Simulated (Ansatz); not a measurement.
GaH2Cl: geometry relaxation

System: GaH2Cl.
Method: RKS PBE0/def2-SVP (Ansatz 0.2.0).

The input holds or restrains some coordinates. It belongs to a series of runs on one base structure; here: pulled along the bonds that form and break, towards end B.

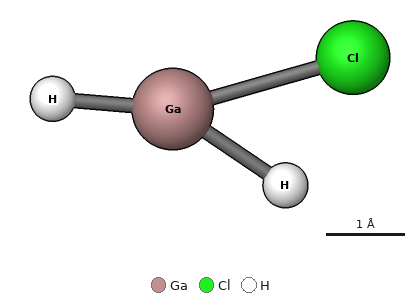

*The input geometry (ball-and-stick view, seen on its broad side). Sticks mark near contacts.*

Bond lengths as drawn: Cl–Ga 2.44 Å and Ga–H 1.57 to 1.77 Å.

### Input file
```yaml
crystal:
  periodic: [false, false, false]
  atoms:
    - { symbol: Ga, position_ang: [0.0, 0.0, 0.0] }
    - { symbol: Cl, position_ang: [1.5475, 0.0, 1.8865] }
    - { symbol: H, position_ang: [1.7697, 0.0, 0.0287] }
    - { symbol: H, position_ang: [-1.3596, 0.0, -0.785] }
basis:
  gaussian: { orbitals: def2-SVP }
hamiltonian:
  xc: pbe0
relax:
  f_tol: 0.15
  max_steps: 25
  restrain:
    - { distance: [1, 2], at: 1.37, k: 30.0 }
    - { distance: [0, 1], at: 3.44, k: 30.0 }
    - { distance: [0, 2], at: 2.77, k: 30.0 }
output:
  orbitals: {}
```

Machine: 1 thread of Intel Xeon (Granite Rapids), 32 GiB of memory available, shared host.

Run as:
```bash
ansatz run input.yaml --threads 1 --pin off --max-ram 2048MiB --backend cpu --events-out ev --progress --plain --runs-dir out
```

### What the program printed
```
The last accepted step is kept in [file] (removed where the run ends without a failure and the disk answers)
Engine: ansatz 0.2.0, x86_64-unknown-linux-gnu
Functional definition: PBE0
  parameter a = 0.25
  parameter kappa = 0.804
  parameter beta = 0.06672455060314922
  exchange = (1 - a)*pbe_x(kappa = kappa, mu = beta*pi^2/3) + a*exact_x
  correlation = pbe_c(beta = beta)
618 factors; integrals over basis functions are off by at most 3.3e-4 eV
mean field evaluation 1: about -64908.0464 eV, gradient 2.5e1 eV
mean field evaluation 2: about -64903.1242 eV, gradient 4.9e1 eV
mean field evaluation 4: about -64909.5688 eV, gradient 2.2e0 eV
mean field evaluation 8: about -64909.5834 eV, gradient 6.5e-2 eV
mean field evaluation 16: about -64909.5835 eV, gradient 3.4e-5 eV
mean field -64909.58345767 eV, -2385.3831947735 hartree, gradient 3.4e-5 eV, S^2 0.000000; 0 other end points of the search recorded, 0 dependent functions left out
the calculation of the forces begins
reference -64909.58348158 eV, -2385.3831956520 hartree; 25, 25 occupied and 35, 35 virtual orbitals, 618 factors
relax step   1: F+E_penalty+E_count = -64909.58345767 eV  Δ(F+E_penalty+E_count) = +0.000e0 eV  max|allowed force component| = 3.678e0 eV/Å  E_restraint = 33.76741051 eV  max|allowed force component, restraints' pulls added| = 4.535e1 eV/Å  Δτ_max = 0.0000 Å  (29 SCF iters, accepted)
  distance Cl 1 - H 2 = 1.8710 Å
  distance Ga 0 - Cl 1 = 2.4400 Å
  distance Ga 0 - H 2 = 1.7699 Å
these checks for a lower state are left out or cut short: starts, cluster_reference, orbital_swaps, neighbouring_geometries, increment
618 factors; integrals over basis functions are off by at most 5.6e-4 eV
mean field -64908.41205498 eV, -2385.3401465186 hartree, gradient 8.7e-6 eV, S^2 0.000000; 0 other end points of the search recorded, 0 dependent functions left out
the calculation of the forces begins
reference -64908.41207872 eV, -2385.3401473911 hartree; 25, 25 occupied and 35, 35 virtual orbitals, 618 factors
relax step   2: F+E_penalty+E_count = -64908.41205498 eV  Δ(F+E_penalty+E_count) = +1.171e0 eV  max|allowed force component| = 6.712e0 eV/Å  E_restraint = 19.31152713 eV  max|allowed force component, restraints' pulls added| = 2.977e1 eV/Å  Δτ_max = 0.1912 Å  (39 SCF iters, accepted)
  distance Cl 1 - H 2 = 1.8280 Å
  distance Ga 0 - Cl 1 = 2.6940 Å
  distance Ga 0 - H 2 = 2.0481 Å
these checks for a lower state are left out or cut short: starts, cluster_reference, orbital_swaps, neighbouring_geometries, increment
619 factors; integrals over basis functions are off by at most 5.6e-4 eV
mean field evaluation 32: about -64907.6361 eV, gradient 2.9e-4 eV
mean field -64907.63609820 eV, -2385.3116306328 hartree, gradient 2.7e-5 eV, S^2 0.000000; 0 other end points of the search recorded, 0 dependent functions left out
the calculation of the forces begins
reference -64907.63612233 eV, -2385.3116315199 hartree; 25, 25 occupied and 35, 35 virtual orbitals, 619 factors
relax step   3: F+E_penalty+E_count = -64907.63609820 eV  Δ(F+E_penalty+E_count) = +7.760e-1 eV  max|allowed force component| = 8.901e0 eV/Å  E_restraint = 7.55857676 eV  max|allowed force component, restraints' pulls added| = 1.468e1 eV/Å  Δτ_max = 0.1947 Å  (36 SCF iters, accepted)
  distance Cl 1 - H 2 = 1.6845 Å
  distance Ga 0 - Cl 1 = 2.9720 Å
  distance Ga 0 - H 2 = 2.3388 Å
these checks for a lower state are left out or cut short: starts, cluster_reference, orbital_swaps, neighbouring_geometries, increment
619 factors; integrals over basis functions are off by at most 6.8e-4 eV
mean field -64908.51466616 eV, -2385.3439174099 hartree, gradient 8.7e-5 eV, S^2 0.000000; 0 other end points of the search recorded, 0 dependent functions left out
the calculation of the forces begins
reference -64908.51469073 eV, -2385.3439183130 hartree; 25, 25 occupied and 35, 35 virtual orbitals, 619 factors
relax step   4: F+E_penalty+E_count = -64908.51466616 eV  Δ(F+E_penalty+E_count) = -8.786e-1 eV  max|allowed force component| = 8.146e0 eV/Å  E_restraint = 1.60685617 eV  max|allowed force component, restraints' pulls added| = 8.358e0 eV/Å  Δτ_max = 0.1950 Å  (30 SCF iters, accepted)
  distance Cl 1 - H 2 = 1.4871 Å
  distance Ga 0 - Cl 1 = 3.1969 Å
  distance Ga 0 - H 2 = 2.5848 Å
these checks for a lower state are left out or cut short: starts, cluster_reference, orbital_swaps, neighbouring_geometries, increment
619 factors; integrals over basis functions are off by at most 1.1e-3 eV
mean field -64909.91673902 eV, -2385.3954426372 hartree, gradient 1.5e-5 eV, S^2 0.000000; 0 other end points of the search recorded, 0 dependent functions left out
the calculation of the forces begins
reference -64909.91676356 eV, -2385.3954435392 hartree; 25, 25 occupied and 35, 35 virtual orbitals, 619 factors
relax step   5: F+E_penalty+E_count = -64909.91673902 eV  Δ(F+E_penalty+E_count) = -1.402e0 eV  max|allowed force component| = 3.134e0 eV/Å  E_restraint = 0.29364686 eV  max|allowed force component, restraints' pulls added| = 3.372e0 eV/Å  Δτ_max = 0.1949 Å  (29 SCF iters, accepted)
  distance Cl 1 - H 2 = 1.3797 Å
  distance Ga 0 - Cl 1 = 3.3178 Å
  distance Ga 0 - H 2 = 2.7026 Å
these checks for a lower state are left out or cut short: starts, cluster_reference, orbital_swaps, neighbouring_geometries, increment
619 factors; integrals over basis functions are off by at most 1.3e-3 eV
mean field -64910.43097457 eV, -2385.4143404449 hartree, gradient 2.6e-5 eV, S^2 0.000000; 0 other end points of the search recorded, 0 dependent functions left out
the calculation of the forces begins
reference -64910.43099888 eV, -2385.4143413385 hartree; 25, 25 occupied and 35, 35 virtual orbitals, 619 factors
relax step   6: F+E_penalty+E_count = -64910.43097457 eV  Δ(F+E_penalty+E_count) = -5.142e-1 eV  max|allowed force component| = 9.240e-1 eV/Å  E_restraint = 0.04244770 eV  max|allowed force component, restraints' pulls added| = 1.333e0 eV/Å  Δτ_max = 0.1982 Å  (29 SCF iters, accepted)
  distance Cl 1 - H 2 = 1.3247 Å
  distance Ga 0 - Cl 1 = 3.4625 Å
  distance Ga 0 - H 2 = 2.7865 Å
these checks for a lower state are left out or cut short: starts, cluster_reference, orbital_swaps, neighbouring_geometries, increment
619 factors; integrals over basis functions are off by at most 1.2e-3 eV
mean field evaluation 64: about -64910.4733 eV, gradient 2.0e-3 eV
mean field -64910.47327664 eV, -2385.4158950174 hartree, gradient 1.9e-5 eV, S^2 0.000000; 0 other end points of the search recorded, 0 dependent functions left out
the calculation of the forces begins
reference -64910.47330088 eV, -2385.4158959081 hartree; 25, 25 occupied and 35, 35 virtual orbitals, 619 factors
relax step   7: F+E_penalty+E_count = -64910.47327664 eV  Δ(F+E_penalty+E_count) = -4.230e-2 eV  max|allowed force component| = 1.225e0 eV/Å  E_restraint = 0.06946146 eV  max|allowed force component, restraints' pulls added| = 1.644e0 eV/Å  Δτ_max = 0.1921 Å  (28 SCF iters, accepted)
  distance Cl 1 - H 2 = 1.3393 Å
  distance Ga 0 - Cl 1 = 3.4898 Å
  distance Ga 0 - H 2 = 2.8047 Å
these checks for a lower state are left out or cut short: starts, cluster_reference, orbital_swaps, neighbouring_geometries, increment
619 factors; integrals over basis functions are off by at most 1.2e-3 eV
mean field -64910.51060472 eV, -2385.4172667991 hartree, gradient 1.0e-5 eV, S^2 0.000000; 0 other end points of the search recorded, 0 dependent functions left out
the calculation of the forces begins
reference -64910.51062857 eV, -2385.4172676757 hartree; 25, 25 occupied and 35, 35 virtual orbitals, 619 factors
relax step   8: F+E_penalty+E_count = -64910.51060472 eV  Δ(F+E_penalty+E_count) = -3.733e-2 eV  max|allowed force component| = 1.049e0 eV/Å  E_restraint = 0.02754505 eV  max|allowed force component, restraints' pulls added| = 7.811e-1 eV/Å  Δτ_max = 0.2000 Å  (28 SCF iters, accepted)
  distance Cl 1 - H 2 = 1.3343 Å
  distance Ga 0 - Cl 1 = 3.4616 Å
  distance Ga 0 - H 2 = 2.7800 Å
these checks for a lower state are left out or cut short: starts, cluster_reference, orbital_swaps, neighbouring_geometries, increment
619 factors; integrals over basis functions are off by at most 1.2e-3 eV
mean field -64910.52459119 eV, -2385.4177807925 hartree, gradient 8.7e-6 eV, S^2 0.000000; 0 other end points of the search recorded, 0 dependent functions left out
the calculation of the forces begins
reference -64910.52461497 eV, -2385.4177816662 hartree; 25, 25 occupied and 35, 35 virtual orbitals, 619 factors
relax step   9: F+E_penalty+E_count = -64910.52459119 eV  Δ(F+E_penalty+E_count) = -1.399e-2 eV  max|allowed force component| = 1.076e0 eV/Å  E_restraint = 0.01918849 eV  max|allowed force component, restraints' pulls added| = 5.658e-2 eV/Å  Δτ_max = 0.1807 Å  (28 SCF iters, accepted)
  distance Cl 1 - H 2 = 1.3343 Å
  distance Ga 0 - Cl 1 = 3.4405 Å
  distance Ga 0 - H 2 = 2.7685 Å
619 factors; integrals over basis functions are off by at most 1.2e-3 eV
mean field evaluation 96: about -64910.5246 eV, gradient 5.4e-4 eV
```

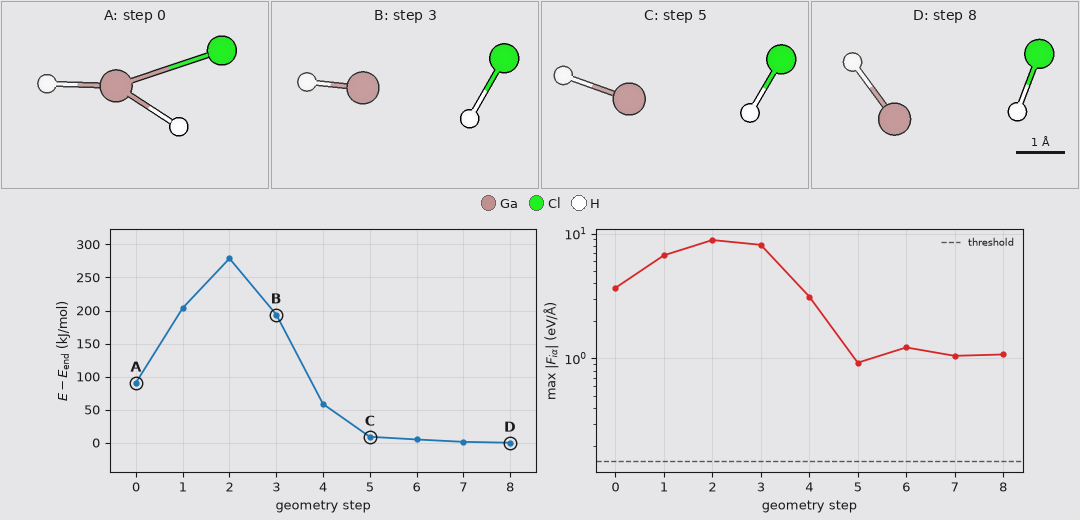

*Frames of the restrained relaxation (ball-and-stick view, seen at a tilt) above the curves, on which the letters mark them (the first geometry is step 0 here and step 1 in the log).*

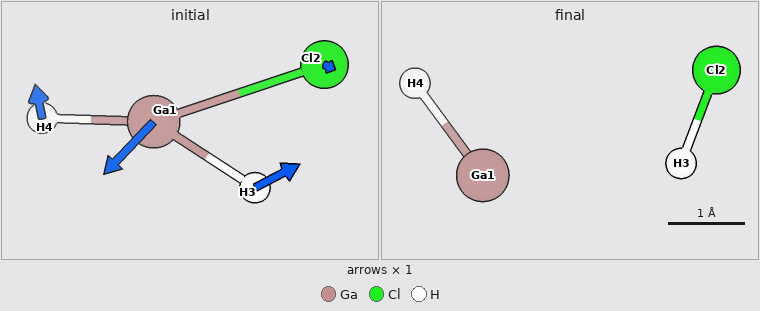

*Before (left) and after (right) the restrained relaxation, at one scale (ball-and-stick view, seen at a tilt). The blue arrows give the displacements, at true length.*

The energy falls by 90.8 kJ/mol in 8 geometry steps. The largest force component goes from 3.7 to 1.1 eV/Å. The atom that moves furthest after the best rigid fit is Ga1 (0.97 Å). By element the largest moves are Ga 0.97 Å, H 0.70 Å, Cl 0.19 Å. Distances before and after: Ga1–Cl2 2.440 → 3.441 Å, Ga1–H3 1.770 → 2.769 Å, Cl2–H3 1.871 → 1.334 Å, Ga1–H4 1.570 → 1.673 Å. New bonds form: Cl2–H3 (1.87 → 1.33 Å). Bonds break: Ga1–Cl2 (2.44 → 3.44 Å), Ga1–H3 (1.77 → 2.77 Å). (Atoms are counted from 1 in the order of the input.)

```
mean field -64910.52459119 eV, -2385.4177807925 hartree, gradient 8.7e-6 eV, S^2 0.000000; 1 other end points of the search recorded, 0 dependent functions left out
the calculation of the forces begins
reference -64910.52461497 eV, -2385.4177816662 hartree; 25, 25 occupied and 35, 35 virtual orbitals, 619 factors
Total energy: -64910.52461497 eV, -2385.4177816662 hartree
Atom 0 at    -0.163937     0.000000    -0.954181 Å, force     0.015038    -0.000000     0.048084 eV/Å
Atom 1 at     1.757520     0.000000     1.899798 Å, force     0.263647     0.000000    -1.075914 eV/Å
Atom 2 at     2.117043    -0.000000     0.614881 Å, force    -0.317217    -0.000000     1.027250 eV/Å
Atom 3 at    -1.753027    -0.000000    -0.430299 Å, force     0.038532     0.000000     0.000579 eV/Å
Dipole moment:     0.103947     0.000000    -0.223035 e Å
```

### Trajectory as extended XYZ (Å, eV, eV/Å), 9 frames, from step=1 to step=9
```
4
Properties=species:S:1:pos:R:3:forces:R:3 step=1 energy=-64909.58346
Ga    0.0000    0.0000    0.0000    3.6778   0.0000  -0.5244
Cl    1.5475    0.0000    1.8865   -1.1824   0.0000   1.8051
H     1.7697    0.0000    0.0287   -1.8935   0.0000  -2.0282
H    -1.3596    0.0000   -0.7850   -0.6020   0.0000   0.7475
4
Properties=species:S:1:pos:R:3:forces:R:3 step=2 energy=-64908.41206
Ga   -0.1664    0.0000   -0.0943    6.7122   0.0000   0.7973
Cl    1.6305    0.0000    1.9129   -0.2669   0.0000   0.2757
H     1.8724    0.0000    0.1010   -2.2609   0.0000   0.0416
H    -1.3790    0.0000   -0.7895   -4.1844   0.0000  -1.1146
4
Properties=species:S:1:pos:R:3:forces:R:3 step=3 energy=-64907.63610
Ga   -0.3219    0.0000   -0.2114    8.9010   0.0000   2.6639
Cl    1.7558    0.0000    1.9136    1.0576   0.0000  -1.8642
H     1.9723    0.0000    0.2431   -1.5377   0.0000   2.8077
H    -1.4486    0.0000   -0.8151   -8.4209   0.0000  -3.6074
4
Properties=species:S:1:pos:R:3:forces:R:3 step=4 energy=-64908.51467
Ga   -0.4197    0.0000   -0.3096    7.9395   0.0000   2.7654
Cl    1.8957    0.0000    1.8948    1.0380   0.0000  -2.5809
H     2.0609    0.0000    0.4168   -0.8315   0.0000   3.3037
H    -1.5792    0.0000   -0.8718   -8.1460   0.0000  -3.4882
4
Properties=species:S:1:pos:R:3:forces:R:3 step=5 energy=-64909.91674
Ga   -0.4191    0.0000   -0.3607    2.9108   0.0000   0.6204
Cl    2.0044    0.0000    1.9052    0.6661   0.0000  -1.6551
H     2.1320    0.0000    0.5313   -0.4434   0.0000   2.1442
H    -1.7597    0.0000   -0.9456   -3.1335   0.0000  -1.1095
4
Properties=species:S:1:pos:R:3:forces:R:3 step=6 energy=-64910.43098
Ga   -0.3450    0.0000   -0.5445    0.4155   0.0000  -0.2524
Cl    2.0599    0.0000    1.9466    0.2883   0.0000  -0.6982
H     2.1829    0.0000    0.6276   -0.2314   0.0000   0.9240
H    -1.9402    0.0000   -0.8995   -0.4724   0.0000   0.0265
4
Properties=species:S:1:pos:R:3:forces:R:3 step=7 energy=-64910.47328
Ga   -0.2596    0.0000   -0.7165   -0.2278   0.0000  -0.1887
Cl    1.9812    0.0000    1.9589    0.2798   0.0000  -1.1277
H     2.1970    0.0000    0.6371   -0.3048   0.0000   1.2252
H    -1.9610    0.0000   -0.7492    0.2529   0.0000   0.0912
4
Properties=species:S:1:pos:R:3:forces:R:3 step=8 energy=-64910.51061
Ga   -0.2093    0.0000   -0.8418    0.1389   0.0000  -0.0940
Cl    1.8658    0.0000    1.9288    0.2499   0.0000  -1.0280
H     2.1519    0.0000    0.6255   -0.3041   0.0000   1.0491
H    -1.8508    0.0000   -0.5823   -0.0847   0.0000   0.0729
4
Properties=species:S:1:pos:R:3:forces:R:3 step=9 energy=-64910.52459
Ga   -0.1639    0.0000   -0.9542    0.0150   0.0000   0.0481
Cl    1.7575    0.0000    1.8998    0.2636   0.0000  -1.0759
H     2.1170    0.0000    0.6149   -0.3172   0.0000   1.0272
H    -1.7530    0.0000   -0.4303    0.0385   0.0000   0.0006
```

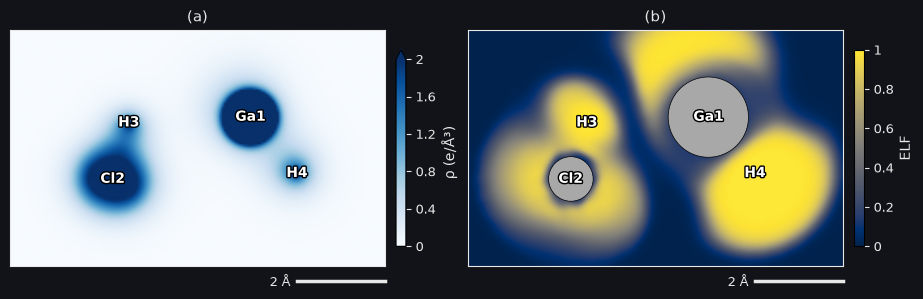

*(a) total electron density; (b) electron localisation function on the molecular plane. Grey discs, where drawn, cover atomic cores.*

Ga1···H3 (2.77 Å): ρ at the midpoint is about 0.12 e/Å³, with its minimum of 0.08 e/Å³ about 1.7 Å from Ga; the ELF is only about 0.10 between them; a non-bonded, intermolecular contact. Cl–H (1.33 Å): ρ at the midpoint is about 1.8 e/Å³, with its minimum of 1.5 e/Å³ about 1.0 Å from Cl; the ELF climbs to about 1 towards the hydrogen, as it does in any bond to H.

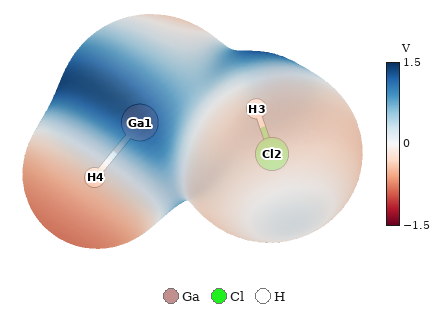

*The molecular electrostatic potential painted on the density surface at 0.001 e/bohr³, seen at a tilt; the colour scale runs from red (negative) to blue (positive).*

### Summary

```csv
quantity,value
outcome,converged under the restraints of the input
total energy,−64910.5246 eV
mean-field energy,−64910.5246 eV
"largest force (length of the vector) at the end, held atoms and coordinates included",1.108 eV/Å
wall time,8.3 s
peak memory,0.13 GiB
```
